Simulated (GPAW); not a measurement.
## A GW chain in GPAW: LiNbO3 (R3c)

How does a plane-wave GW calculation on LiNbO3 (R3c) run from the first input to the gap?

Program: GPAW 26.7.0. Level of theory: PBE and many-body steps on it, plane waves. Results are calculated unless marked as measured.

## Step 1: Starting point

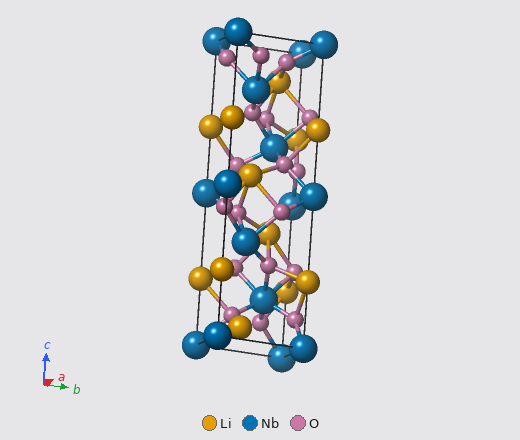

The starting structure, seen from a free direction (lithium orange, niobium blue, oxygen pink). This picture shows the conventional cell, with its axes. Bonds to atoms that aren't drawn are left out. Some periodic images of atoms are drawn too.

Structure file:

```
Li Nb O
1.0
     2.57580    1.48714    4.62300
    -2.57580    1.48714    4.62300
     0.00000   -2.97428    4.62300
Li Nb O
2 2 6
Direct
  0.28150 0.28150 0.28150
  0.78150 0.78150 0.78150
  0.00006 0.00005 0.00005
  0.50006 0.50005 0.50005
  0.11231 0.35836 0.71959
  0.71959 0.11231 0.35836
  0.35836 0.71959 0.11231
  0.21959 0.85836 0.61231
  0.85836 0.61231 0.21959
  0.61231 0.21959 0.85836
```

The cell and positions come from the Crystallography Open Database and are kept as given unless a step says otherwise.

## Step 2: Ground state

This step: GPAW 26.7.0; DFT, PBE, plane waves, PAW.

The ground-state density comes first.

Contents of run.py:

```python
import json
import numpy as np
from gpaw.mpi import world
from ase import Atoms
from gpaw import GPAW, PW, FermiDirac

atoms = Atoms(['Li', 'Li', 'Nb', 'Nb', 'O', 'O', 'O', 'O', 'O', 'O'],
    cell=[[2.5758000000, 1.4871388234, 4.6230000000],
      [-2.5758000000, 1.4871388234, 4.6230000000],
      [0.0000000000, -2.9742776468, 4.6230000000]],
    scaled_positions=[[0.2815000000, 0.2815000000, 0.2815000000],
      [0.7815000000, 0.7815000000, 0.7815000000],
      [0.0000550000, 0.0000550000, 0.0000550000],
      [0.5000550000, 0.5000550000, 0.5000550000],
      [0.1123100000, 0.3583600000, 0.7195900000],
      [0.7195900000, 0.1123100000, 0.3583600000],
      [0.3583600000, 0.7195900000, 0.1123100000],
      [0.2195900000, 0.8583600000, 0.6123100000],
      [0.8583600000, 0.6123100000, 0.2195900000],
      [0.6123100000, 0.2195900000, 0.8583600000]],
    pbc=(True, True, True))
calc = GPAW(mode=PW(600),
    xc='PBE',
    kpts={'size': (6, 6, 6), 'gamma': True},
    occupations=FermiDirac(0.001),
    nbands=-11,
    convergence={'density': 1e-6, 'bands': -3},
    maxiter=100,
    txt='gs.txt')
atoms.calc = calc
res = {'energy': atoms.get_potential_energy()}
kpts = calc.get_ibz_k_points()
res['kpts'] = kpts
res['eigenvalues'] = [calc.get_eigenvalues(kpt=k) for k in range(len(kpts))]
res['n_electrons'] = calc.get_number_of_electrons()
calc.write('gs.gpw')

if world.rank == 0:
    with open('result.json', 'w') as f:
        json.dump(res, f, default=lambda x: x.tolist())
```

Command:

```
mpirun -n 4 gpaw python run.py
```

Numbers of over 12 decimals in the logs are rounded to 6 here.

Log:

```text
__  _  _
 | _ |_)|_||  |
 |__||  | ||/\| - 26.7.0

Input parameters:
  mode=PW(ecut=600.0),
  convergence={'density': 1e-06, 'bands': -3},
  kpts=MonkhorstPack(size=(6, 6, 6), gamma=True),
  maxiter=100,
  nbands=-11,
  occupations=Occupations(name='fermi-dirac', width=0.001, fixmagmom=False),
  xc=XC(name='PBE')
  [... matrices ...]
Diagonalizing LCAO Hamiltonian
Converting LCAO to pw mode

            Li

               O
        O
            NbO
          O
                O
          O
            Li

            Nb

Atoms  # Å, Bohr magnetons
|   | symbol |         x |         y |         z |    initial magnetic moments |
| 0 |     Li |  0.000000 | -0.000000 |  3.904123 | ( 0.0000,  0.0000,  0.0000) |
| 1 |     Li |  0.000000 | -0.000000 | 10.838624 | ( 0.0000,  0.0000,  0.0000) |
| 2 |     Nb | -0.000000 | -0.000000 |  0.000763 | ( 0.0000,  0.0000,  0.0000) |
| 3 |     Nb | -0.000000 |  0.000000 |  6.935263 | ( 0.0000,  0.0000,  0.0000) |
| 4 |      O | -0.633776 | -1.440309 |  5.502572 | ( 0.0000,  0.0000,  0.0000) |
| 5 |      O |  1.564232 |  0.171289 |  5.502572 | ( 0.0000,  0.0000,  0.0000) |
| 6 |      O | -0.930456 |  1.269020 |  5.502572 | ( 0.0000,  0.0000,  0.0000) |
| 7 |      O | -1.645344 | -0.218119 |  7.814072 | ( 0.0000,  0.0000,  0.0000) |
| 8 |      O |  0.633776 |  1.533969 |  7.814072 | ( 0.0000,  0.0000,  0.0000) |
| 9 |      O |  1.011568 | -1.315850 |  7.814072 | ( 0.0000,  0.0000,  0.0000) |

Unit cell  # Å
| periodic |         x |         y |        z |  lengths |    angles |
|      yes |  2.575800 |  1.487139 | 4.623000 | 5.497132 | 55.883237 |
|      yes | -2.575800 |  1.487139 | 4.623000 | 5.497132 | 55.883237 |
|      yes |  0.000000 | -2.974278 | 4.623000 | 5.497132 | 55.883237 |

Number of symmetries: 3
Symmetry operations  # r_c * U_cc + t_c -> r_c
|   | kind |            matrix            |
| 0 |  E   |  1, 0, 0,  0, 1, 0,  0, 0, 1 |
| 1 |  C3  |  0, 1, 0,  0, 0, 1,  1, 0, 0 |
| 2 |  C3  |  0, 0, 1,  1, 0, 0,  0, 1, 0 |

BZ-sampling:
  Number of BZ points: 216
  Number of IBZ points: 40

  Monkhorst-Pack size: [6, 6, 6]
  Monkhorst-Pack shift: [0.083333, 0.083333, 0.083333]

K-points  # in reciprocal-cell coordinates
|     |                                coordinates |     weight |
|   0 | (  0.00000000,   0.00000000,   0.00000000) | 0.00462963 |
|   1 | (  0.16666667,   0.00000000,  -0.16666667) | 0.02777778 |
|   2 | (  0.16666667,   0.00000000,   0.00000000) | 0.02777778 |
|   3 | (  0.16666667,   0.16666667,  -0.16666667) | 0.02777778 |
|   4 | (  0.16666667,   0.16666667,   0.00000000) | 0.02777778 |
|   5 | (  0.16666667,   0.16666667,   0.16666667) | 0.00925926 |
|   6 | (  0.33333333,  -0.16666667,  -0.33333333) | 0.02777778 |
|   7 | (  0.33333333,  -0.16666667,  -0.16666667) | 0.02777778 |
|   8 | (  0.33333333,  -0.16666667,   0.00000000) | 0.02777778 |
|   9 | (  0.33333333,  -0.16666667,   0.16666667) | 0.02777778 |
| ... |                                            |            |
|  39 | (  0.50000000,   0.50000000,   0.50000000) | 0.00462963 |

Plane wave coefficients: 3570
Cutoff: 600.0 eV

Spin-components: 1 (collinear spins)
Bands:           43
Projectors:      48
Spin-degeneracy: 2
Datatype:        complex128

  Storage: CPU
  Wave functions: 97_283_200 bytes (24_320_800 per core)
  Projectors: 74_659_200 bytes (18_664_800 per core)
  [... matrices ...]
Parallelization:
  kpt:    4
  domain: 1
  band:   1

Density:
  Valence electrons: 64.0
  Components: 1
  Grid points: [32 32 32]
  Charge: 0.0  # |e|

Potential:
  Grid points: [32 32 32]

species:
  Li:
    name:    Lithium
    Z:       3.0
    valence: 1
    core:    2
    charge:  0.0  # [|e|]
    compensation charges:
      type: gauss
      rc: 0.33  # [Å]
      lmax: 2
    cutoffs:
      filter: 1.91  # [Å]
      core: 2.55  # [Å]
    projectors
    | kind |    occ | energy [eV] | rcut [Å] |
    |   2s |  1.000 |      -2.874 |    1.058 |
    |   2p |  0.000 |      -1.090 |    1.058 |
    |    s |        |      24.337 |    1.058 |

    Using partial waves for Li as LCAO basis

  Nb:
    name:    Niobium
    Z:       41.0
    valence: 13
    core:    28
    charge:  0.0  # [|e|]
    compensation charges:
      type: gauss
      rc: 0.40  # [Å]
      lmax: 2
    cutoffs:
      filter: 2.35  # [Å]
      core: 1.51  # [Å]
    projectors
    | kind |    occ | energy [eV] | rcut [Å] |
    |   4s |  2.000 |     -58.361 |    1.323 |
    |   5s |  1.000 |      -3.980 |    1.323 |
    |   4p |  6.000 |     -34.526 |    1.323 |
    |   5p |  0.000 |      -1.111 |    1.323 |
    |   4d |  4.000 |      -3.041 |    1.244 |
    |    d |        |      24.171 |    1.244 |

    Using partial waves for Nb as LCAO basis

  O:
    name:    Oxygen
    Z:       8.0
    valence: 6
    core:    2
    charge:  0.0  # [|e|]
    compensation charges:
      type: gauss
      rc: 0.21  # [Å]
      lmax: 2
    cutoffs:
      filter: 1.17  # [Å]
      core: 0.83  # [Å]
    projectors
    | kind |    occ | energy [eV] | rcut [Å] |
    |   2s |  2.000 |     -23.961 |    0.688 |
    |   2p |  4.000 |      -9.029 |    0.598 |
    |    s |        |       3.251 |    0.688 |
    |    p |        |      18.182 |    0.598 |
    |    d |        |       0.000 |    0.619 |

    Using partial waves for O as LCAO basis

Reference energy: -220462.985026  # eV

eigensolver:
  PPCG
  Converge bands: -3
  niter=2

density mixing:
  MSR1-Mixer
  Pratt-step length: 0.05
  Maximum mixing coefficient: 0.75
  Old densities: 10
  SVD Regularization: 0.005
  Good broyden scale: 1.0
  Trust region scale: 1.0
  Backstep threshold: 4.0
  History deletion threshold: 6.0
  Fourier metric: weight=20.0, sigma=0.015

occupation numbers:
  Fermi-Dirac:
    width: 0.0010  # eV

poisson solver:
  ecut: 4800.0  # eV

xc functional:
  name: PBE with 2 nearest neighbor stencil

Initialization done in: 4.851 s

convergence criteria:
- Maximum integral of absolute [dens]ity change: 1e-06 electrons / valence electron
- Maximum [total energy] change in last 3 cyles: 0.0005 eV / valence electron
- Maximum integral of absolute [eigenst]ate change: 4e-08 eV^2 / valence electron
maximum number of iterations: 100

SCF iterations
|iter     |     time |      energy | eigst |  dens |
|iter:   1|  |  -98.463999 | +0.49 |       |
|iter:   2|  |  -93.488455 | -0.77 | -0.72 |
|iter:   3|  |  -81.600242 | +0.57 | -0.78 |
|iter:   4|  |  -81.250463 | -0.75 | -1.39 |
|iter:   5|  |  -81.274236 | -1.23 | -1.65 |
|iter:   6|  |  -81.250004c| -1.90 | -2.16 |
|iter:   7|  |  -81.248587c| -2.36 | -2.71 |
|iter:   8|  |  -81.248631c| -2.83 | -3.39 |
|iter:   9|  |  -81.248625c| -3.11 | -3.63 |
|iter:  10|  |  -81.248625c| -3.52 | -3.89 |
|iter:  11|  |  -81.248626c| -3.86 | -4.72 |
|iter:  12|  |  -81.248626c| -4.22 | -5.22 |
|iter:  13|  |  -81.248626c| -4.55 | -5.60 |
|iter:  14|  |  -81.248626c| -4.93 | -6.10c|
|iter:  15|  |  -81.248626c| -5.25 | -6.60c|
|iter:  16|  |  -81.248626c| -5.64 | -7.26c|
|iter:  17|  |  -81.248626c| -5.99 | -7.78c|
|iter:  18|  |  -81.248626c| -6.35 | -8.26c|
|iter:  19|  |  -81.248626c| -6.69 | -9.02c|
|iter:  20|  |  -81.248626c| -6.99 | -9.64c|
|iter:  21|  |  -81.248626c| -7.29 | -9.96c|
|iter:  22|  |  -81.248626c| -7.56c|-10.41c|

Converged in 22 steps
SCF loop duration: 39.780 s (1.808 s/step)
Energy contributions relative to reference atoms: (reference = -220462.985026)
  [... matrices ...]
Energy contributions:
  Kinetic:          63.762705
  Coulomb:         -82.351784
  Zero:              0.121299
  External:          0.000000
  Xc:              -62.780845
  Entropy:          -0.000000
  Spinorbit:         0.000000
  ----------------------------
  Free energy:     -81.248626
  Extrapolated:    -81.248626

dipole moment: (0.000000, -0.000000, -54.460943)  # |e|*Ang

Fermi level: 5.953
Eigenvalues  # (at kpt = [0.000, 0.000, 0.000])
| band index |      eig [eV] | occ [0-2] |
|          0 |       -50.052 |     2.000 |
|        ... |               |           |
|         24 |         3.247 |     2.000 |
|         25 |         3.247 |     2.000 |
|         26 |         3.436 |     2.000 |
|         27 |         3.443 |     2.000 |
|         28 |         3.443 |     2.000 |
|         29 |         3.660 |     2.000 |
|         30 |         4.129 |     2.000 |
|         31 |         4.129 |     2.000 |
|         32 |         7.727 |     0.000 |
[...]
|         36 |         9.307 |     0.000 |
|         37 |         9.471 |     0.000 |
|         38 |        11.433 |     0.000 |
|         39 |        11.835 |     0.000 |
|        ... |               |           |
|         42 |        14.592 |     0.000 |

Gap: 3.585 eV
Transition (v -> c):
  (s=0, k=5, n=31, [0.17, 0.17, 0.17]) -> (s=0, k=4, n=32, [0.17, 0.17, 0.00])
Direct/indirect transitions are different
Direct gap: 3.598 eV
Transition at: (s=0, k=0, n=31, [0.00, 0.00, 0.00])
# Writing to gs.gpw (mode='')
  [... matrices ...]
```

Wall time 47 s (4 MPI ranks of Intel Xeon Platinum 8488C (Sapphire Rapids), shared host); peak memory 1.1 GiB; 3.1 min of CPU time.

This step gave:

```
total energy               : -81.2486 eV
gap                        : 3.585 eV
k of the valence top       : 0.1667, 0.1667, 0.1667
k of the conduction bottom : 0.1667, 0.1667, 0
least direct gap           : 3.598 eV
```

The gap is indirect, with the least direct gap 0.013 eV higher.

## Step 3: Empty states on the mesh, 4×4×4 mesh, 251 bands

The sums over transitions need many empty states on a uniform mesh; this step solves for them.

Contents of run.py:

```python
import json
import numpy as np
from gpaw.mpi import world
from gpaw import GPAW

calc = GPAW('gs.gpw').fixed_density(kpts={'size': (4, 4, 4), 'gamma': True},
    nbands=292,
    convergence={'bands': 251},
    txt='nscf.txt')
calc.write('full.gpw', mode='all')
res = {}
kpts = calc.get_ibz_k_points()
res['kpts'] = kpts
res['eigenvalues'] = [calc.get_eigenvalues(kpt=k) for k in range(len(kpts))]
res['n_electrons'] = calc.get_number_of_electrons()

if world.rank == 0:
    with open('result.json', 'w') as f:
        json.dump(res, f, default=lambda x: x.tolist())
```

Command:

```
mpirun -n 4 gpaw python run.py
```

Log:

```text
Diagonalizing LCAO Hamiltonian
Converting LCAO to pw mode
convergence criteria:
- Maximum integral of absolute [eigenst]ate change: 4e-08 eV^2 / valence electron
maximum number of iterations: 100

SCF iterations
|iter     |     time |      energy | eigst |  dens |
|iter:   1|  |             | +4.21 |       |
|iter:   2|  |             | +3.02 |       |
|iter:   3|  |             | +1.90 |       |
[...]
|iter:  12|  |             | -6.47 |       |
|iter:  13|  |             | -6.92 |       |
|iter:  14|  |             | -7.45c|       |
SCF steps: 14
  __  _  _
 | _ |_)|_||  |
 |__||  | ||/\| - 26.7.0

Input parameters:
  mode=PW(ecut=600.0),
  convergence={'bands': 251},
  gpts=array([32, 32, 32]),
  kpts=MonkhorstPack(size=(4, 4, 4), gamma=True),
  maxiter=100,
  nbands=292,
  occupations=Occupations(name='fermi-dirac', width=0.001, fixmagmom=False),
  parallel={},
  xc=XC(name='PBE')
# Writing to full.gpw (mode='all')
  [... matrices ...]

timing:  # [seconds]
  Total: 0.195  # ━━━━━━━━━━━━━━━━━━━━━━━━━━━━━━━━━━━━━━━━━━━━━━━━━━━━━━━━━━━
```

It took 1.7 min on 4 MPI ranks; peak memory 1.4 GiB.

This step gave:

* gap: 3.594 eV
* k of the valence top: 0, 0, 0
* k of the conduction bottom: 0.5, 0.25, 0
* least direct gap: 3.598 eV
* k points computed: 14
* lowest point of the top converged band, above the valence top: 86.2590 eV

On this mesh the gap is 3.594 eV.

[end of part 1 of 2]

[Paths, hosts, dates, memory and timing lines, banners, echoed tables and standing remarks are left out of the program output.]

[Logs are printed without paths, hosts, clocks, repeated set-up lines and the standing remarks that a program may print on its own settings, such as how far it seeks lower states.]

[Runs of the session that timed out or met a known fault of the program may be left out.]

[Hosts, paths, dates, database ids (printed as entryN), source tags and the programs' standing remarks are cut or masked in the printed files.]
